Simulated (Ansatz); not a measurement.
Profile along the Nb–Nb line in Nb (bcc, W type)

Nb (bcc, W type)

```yaml
crystal:
  lattice:
    - [-1.65481, 1.65481, 1.65481]
    - [1.65481, -1.65481, 1.65481]
    - [1.65481, 1.65481, -1.65481]
  atoms:
    - { symbol: Nb, position: [0.00000, 0.00000, 0.00000] }
```

Fields along a shortest Nb–Nb line of a {211} plane (2.87 Å), from Nb to Nb, interpolated on the slice's grid (step about 0.2 Å). All values below come from PBE (plane waves to 420 eV, PAW, scalar-relativistic; Ansatz, a program for electronic structure). k mesh 20×20×20. These are valence fields of a PAW run, semicore shells included where kept as valence: close to a nucleus they are smooth pseudo fields. Nb is run without spin polarisation. Nb was relaxed with its symmetry unable to fall.

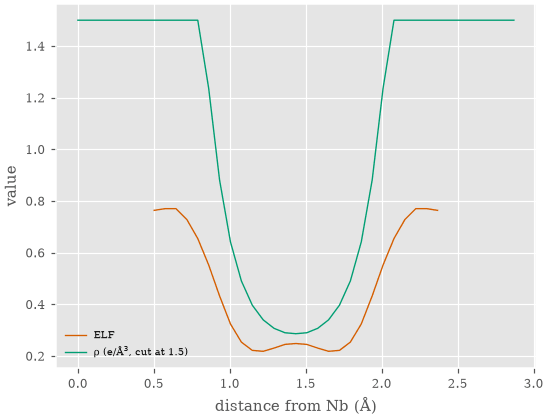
*ELF (away from the nuclei) and valence density from Nb to Nb.*

Density on the Nb–Nb line (2.87 Å) at its midpoint: 0.29 e/Å³. ELF at that point: 0.2.
